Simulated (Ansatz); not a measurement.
**One shape, several levels: triplet GeSiH6**

Aim: a comparison of 6 runs (UHF/STO-3G, UHSE06/cc-pVDZ, UPBE/cc-pVDZ, USVWN5/cc-pVDZ, RPA@PBE/cc-pVDZ, UCCSD(T)/cc-pVDZ) of triplet GeSiH6. 

Program for the calculation: Ansatz 0.2.0.

48 further runs of the same task are left out: 7 that didn't finish, 41 set aside as unsound or not needed. Runs told in other sessions of the task aren't counted.

## 1. The structure to begin with

GeSiH6: 8 atoms, total charge 0, spin state triplet. SMILES of the parent species: `[SiH3][GeH3]`. The shape is that of a PBE0-D4/def2-TZVP optimisation. That shape belongs to the parent species and isn't relaxed for this state.

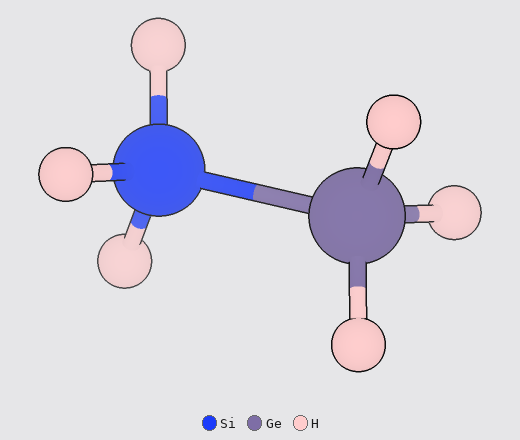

The structure, seen from a chosen angle (silicon blue, germanium purple, hydrogen pink).

## 2. A single-point energy at UHF/STO-3G (run 1)

File job.yaml:

```yaml
crystal:
  periodic: [false, false, false]
  atoms:
    - {symbol: Si, position_ang: [-0.516700, 0.386500, -1.010200]}
    - {symbol: Ge, position_ang: [0.529700, -0.393800, 0.977400]}
    - {symbol: H, position_ang: [-1.894900, 0.857200, -0.710900]}
    - {symbol: H, position_ang: [-0.590800, -0.708400, -2.013300]}
    - {symbol: H, position_ang: [0.260800, 1.514500, -1.587400]}
    - {symbol: H, position_ang: [0.619100, 0.733600, 2.019400]}
    - {symbol: H, position_ang: [1.954300, -0.890500, 0.679100]}
    - {symbol: H, position_ang: [-0.269300, -1.556200, 1.590100]}
basis:
  gaussian:
    orbitals: STO-3G
accuracy: high
hamiltonian:
  xc: hf
magnetization:
  spin_polarized: true
  initial_magnetization: 2
output: {orbitals: {seedname: orbitals}}
```

Run with:

```
ansatz run job.yaml --threads 1 --pin off --max-ram 3480MiB --events-out events.jsonl --progress --plain --runs-dir runs
```

Standard output:

```text
Warning: RAYON_NUM_THREADS=1 ignored (pool sized by the plan → 1); use --threads N
Functional definition: HF
  name "HF"
  exchange = exact_x
  correlation = 0
525 factors; integrals over basis functions are off by at most 4.0e-9 eV
mean field evaluation 1: about -63686.5561 eV, gradient 8.0e0 eV
mean field evaluation 2: about -63686.6227 eV, gradient 8.0e0 eV
mean field evaluation 4: about -63688.2800 eV, gradient 1.8e0 eV
mean field evaluation 8: about -63688.4227 eV, gradient 3.8e-4 eV
mean field evaluation 16: about -63679.7817 eV, gradient 8.4e0 eV
mean field -63688.42007394 eV, -2340.5062681556 hartree, gradient 2.4e-8 eV, S^2 2.005151; 0 other end points of the search recorded, 0 dependent functions left out
reference -63688.42007394 eV, -2340.5062681556 hartree; 27, 25 occupied and 6, 8 virtual orbitals, 525 factors
Total energy: -63688.42007394 eV, -2340.5062681556 hartree
```

Run time: 0.44 s. Hardware: 1 thread of Arm Neoverse V1, shared host.

## 3. A single-point energy at UHSE06/cc-pVDZ (run 2)

File job.yaml:

```yaml
crystal:
  periodic: [false, false, false]
  atoms:
    - symbol: Si
      position_ang: [-0.516700, 0.386500, -1.010200]
    - symbol: Ge
      position_ang: [0.529700, -0.393800, 0.977400]
    - symbol: H
      position_ang: [-1.894900, 0.857200, -0.710900]
    - symbol: H
      position_ang: [-0.590800, -0.708400, -2.013300]
    - symbol: H
      position_ang: [0.260800, 1.514500, -1.587400]
    - symbol: H
      position_ang: [0.619100, 0.733600, 2.019400]
    - symbol: H
      position_ang: [1.954300, -0.890500, 0.679100]
    - symbol: H
      position_ang: [-0.269300, -1.556200, 1.590100]
basis:
  gaussian:
    orbitals: cc-pVDZ
magnetization:
  spin_polarized: true
  initial_magnetization: 2
hamiltonian:
  xc: hse06
accuracy: high
output:
  orbitals: {seedname: orbitals}
```

Run with:

```
ansatz run job.yaml --threads 1 --pin off --max-ram 3480MiB --events-out events.jsonl --progress --plain --runs-dir runs
```

Standard output, cut to the lines that bear on the results:

```text
Warning: RAYON_NUM_THREADS=1 ignored (pool sized by the plan → 1); use --threads N
Functional definition: HSE06
  name "HSE06"
[...]
1748 factors; integrals over basis functions are off by at most 4.7e-9 eV
100 factors; integrals over basis functions are off by at most 1.2e-9 eV
[...]
mean field -64474.75127042 eV, -2369.4034066318 hartree, gradient 5.8e-8 eV, S^2 2.004191; 8 other end points of the search recorded, 0 dependent functions left out
reference -64474.75127432 eV, -2369.4034067751 hartree; 27, 25 occupied and 48, 50 virtual orbitals, 1748 factors
Total energy: -64474.75127432 eV, -2369.4034067751 hartree
```

It took 2.9 min on 1 thread of Arm Neoverse V1, shared host; peak memory 0.41 GiB.

Runs 3 to 4 aren't shown in full; the table further down has their settings and results.

## 4. A single-point energy at RPA@PBE/cc-pVDZ (run 5)

File input.yaml:

```yaml
crystal:
  periodic: [false, false, false]
  atoms:
    - {symbol: Si, position_ang: [-0.516700, 0.386500, -1.010200]}
    - {symbol: Ge, position_ang: [0.529700, -0.393800, 0.977400]}
    - {symbol: H, position_ang: [-1.894900, 0.857200, -0.710900]}
    - {symbol: H, position_ang: [-0.590800, -0.708400, -2.013300]}
    - {symbol: H, position_ang: [0.260800, 1.514500, -1.587400]}
    - {symbol: H, position_ang: [0.619100, 0.733600, 2.019400]}
    - {symbol: H, position_ang: [1.954300, -0.890500, 0.679100]}
    - {symbol: H, position_ang: [-0.269300, -1.556200, 1.590100]}
basis:
  gaussian: {orbitals: cc-pVDZ}
magnetization: {spin_polarized: true, initial_magnetization: 2}
hamiltonian: {xc: pbe}
correlation: {method: rpa, frozen_orbitals: {Ge: 9, H: 0, Si: 5}}
accuracy: high
```

Run with:

```
ansatz run input.yaml --threads 1 --pin off --max-ram 3480MiB --events-out events.jsonl --progress --plain --runs-dir runs
```

Standard output, cut to the lines that bear on the results:

```text
Warning: RAYON_NUM_THREADS=1 ignored (pool sized by the plan → 1); use --threads N
Functional definition: PBE
  name "PBE"
[...]
1748 factors; integrals over basis functions are off by at most 4.7e-9 eV
[...]
mean field -64472.59869358 eV, -2369.3243008919 hartree, gradient 4.4e-8 eV, S^2 2.003552; 10 other end points of the search recorded, 0 dependent functions left out
14 core orbitals not correlated: weight in the atoms' cores, before any rotation towards them, 1.000 or more for the frozen orbitals, at most 0.000 for the correlated occupied ones
reference -64421.33601154 eV, -2367.4404320740 hartree; 13, 11 occupied and 48, 50 virtual orbitals, 1748 factors
Total energy: -64434.70906888 eV, -2367.9318828668 hartree
```

Wall time 51 s (1 thread of Arm Neoverse V1, shared host); peak memory 0.32 GiB.

## 5. The energy at UCCSD(T)/cc-pVDZ (run 6)

input.yaml: that of step 4 with these lines changed.

```diff
@@ -13,5 +13,6 @@
   gaussian: {orbitals: cc-pVDZ}
+total_charge: 0
 magnetization: {spin_polarized: true, initial_magnetization: 2}
-hamiltonian: {xc: pbe}
-correlation: {method: rpa, frozen_orbitals: {Ge: 9, H: 0, Si: 5}}
+correlation: {method: ccsd_t, frozen_orbitals: {Ge: 9, H: 0, Si: 5}}
 accuracy: high
+scf: {omitted_lower_state_checks: [cluster_reference, increment]}
```

Run with:

```
ansatz run input.yaml --threads 1 --pin off --max-ram 3480MiB --events-out events.jsonl --progress --plain --runs-dir runs
```

Standard output:

```text
Warning: RAYON_NUM_THREADS=1 ignored (pool sized by the plan → 1); use --threads N
[... 17 lines left out ...]
14 core orbitals not correlated: weight in the atoms' cores, before any rotation towards them, 1.000 or more for the frozen orbitals, at most 0.000 for the correlated occupied ones
[... 59 lines left out ...]
Total energy: -64430.28482702 eV, -2367.7692949773 hartree
Checks for a lower state left out: cluster_reference, increment
```

Run time: 83 s. Hardware: 1 thread of Arm Neoverse V1, shared host; peak memory 0.54 GiB.

## 6. All runs side by side

| run | level | frozen core orbitals | energy (Eh) | HOMO energy (eV) | ⟨S²⟩ | wall time |
| --- | --- | --- | --- | --- | --- | --- |
| 1 | UHF/STO-3G | – | -2340.506268 | 0.69 | 2.005 | 0.44 s |
| 2 | UHSE06/cc-pVDZ | – | -2369.403407 | -1.45 | 2.004 | 2.9 min |
| 3 | UPBE/cc-pVDZ | – | -2369.324301 | -1.16 | 2.004 | 30 s |
| 4 | USVWN5/cc-pVDZ | – | -2365.433995 | -1.26 | 2.002 | 9.6 s |
| 5 | RPA@PBE/cc-pVDZ | 14 | -2367.931883 | – | 2.004 | 51 s |
| 6 | UCCSD(T)/cc-pVDZ | 14 | -2367.769295 | – | 2.014 | 83 s |

## 7. What came out

| quantity | value |
| --- | --- |
| run 6: total energy | -2367.76929 Eh |
| run 6: correlation energy (14 core orbitals frozen) | -279.9 mEh |
| run 6: (T) correction | -7.63 mEh |
| run 6: ⟨S²⟩ of the reference determinant | 2.014 |
| run 6: T1 diagnostic | 0.021 |

**Reading.** Totals of different functionals can't be ranked against each other. In run 1 the basis is minimal, so the values are rough. All runs together took 5.8 min, the longest 2.9 min.
